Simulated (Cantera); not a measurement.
A closed system holds: 1 mol FeCl₃, 2.3 mol HCl, 1.9 mol H₂, 0.036 mol O₂, held at 0.133 bar.

Method: chemical equilibrium by Gibbs-energy minimisation in Cantera with the NASA 1993 tables (ideal gas, pure condensed phases). Candidate condensed phases: Fe, FeCl₂, FeCl₃, FeO, Fe(OH)₂, Fe(OH)₃, Fe₂O₃, Fe₃O₄, H₂O; 22 gas species. Equilibrium is a limit: real reactors are often held back by kinetics, nucleation or transport.

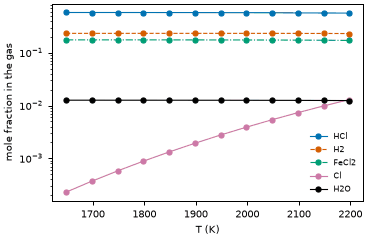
Figure. Equilibrium gas composition (values under 1e-9 drawn at 1e-9)

From 1648 K to 2198 K nothing is condensed. The main Fe-bearing gas is FeCl₂ throughout.
